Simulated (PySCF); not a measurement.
SMILES [NH2][Mg][O][SiH3] at its B3LYP/def2-SVP optimised geometry (Å):

```
9

Mg    -1.7155    -2.0108    -2.7123
N     -2.4112    -2.9343    -4.2018
H     -2.8684    -3.8436    -4.1896
H     -2.4039    -2.6169    -5.1687
O     -1.0500    -1.1240    -1.2880
Si    -0.4485    -0.3064     0.0000
H      1.0500    -0.3064     0.0000
H     -0.8960    -0.9152     1.2941
H     -0.8955     1.1240     0.0000
```

Level of theory: B3LYP/def2-TZVP run with PySCF.

Map of the electron localisation function on the plane z = 1.2 Å:

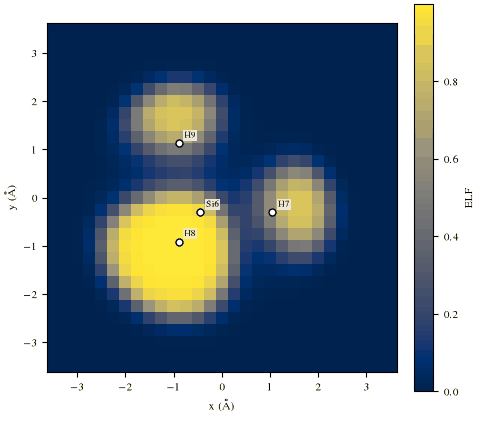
Figure. Electron localisation function on the plane z = 1.2 Å.
